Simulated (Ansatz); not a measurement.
Band structure of NiGePd (P4/nmm, 6 atoms in the cell).

```
CELL_PARAMETERS angstrom
      3.66721     0.00000     0.00000
      0.00000     3.66721     0.00000
      0.00000     0.00000     6.31577
ATOMIC_POSITIONS crystal
  Ni 0.50000 0.50000 0.00000
  Ni 0.00000 0.00000 0.00000
  Ge 0.50000 0.00000 0.24401
  Ge 0.00000 0.50000 0.75599
  Pd 0.50000 0.00000 0.63975
  Pd 0.00000 0.50000 0.36025
```

Computed with PBEsol, PAW files made with PBE (plane waves; Ansatz, an electronic-structure program).

Settings: basis.ecutwfc = 30.9 Ry; kpoints.mp_grid.grid = 6 6 4; hamiltonian.xc = pbesol; hamiltonian.pseudopotentials = {kind: paw} (the program's default PAW files); scf.occupations.method = gaussian; scf.occupations.width = 0.0073 Ry; kpoints.band_path.npoints = 8.

The starting cell comes from a database of computed structures (which also holds hypothetical and non-ambient phases and stackings), without a prior relaxation at this level. Its lattice was rescaled by a random factor within 2.5 % of one. Spin polarisation is off.

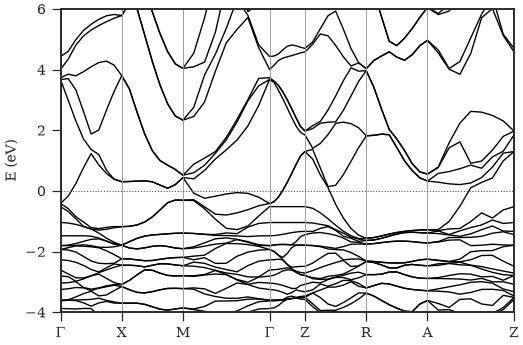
Figure. Bands along the path, energies from the Fermi level.

Levels in eV from the Fermi level, bands 47 to 54:
| point | 47 | 48 | 49 | 50 | 51 | 52 | 53 | 54 |
|---|---|---|---|---|---|---|---|---|
| Γ | -1.48 | -1.04 | -0.52 | -0.42 | -0.42 | 3.67 | 3.67 | 3.73 |
| X | -1.79 | -1.79 | -1.18 | -1.18 | 0.30 | 0.30 | 3.80 | 3.80 |
| M | -1.39 | -1.39 | -0.31 | -0.31 | 0.44 | 0.44 | 0.52 | 0.52 |
| Z | -1.34 | -1.04 | -0.52 | 1.30 | 1.30 | 1.84 | 1.97 | 1.97 |
| R | -1.64 | -1.64 | -1.56 | -1.56 | 1.81 | 1.81 | 3.96 | 3.96 |
| A | -1.39 | -1.39 | -1.29 | -1.29 | 0.32 | 0.32 | 0.55 | 0.55 |

Bands cross the Fermi level along this path, so the cell is metallic at this level.

Keys are those of Ansatz 0.2.
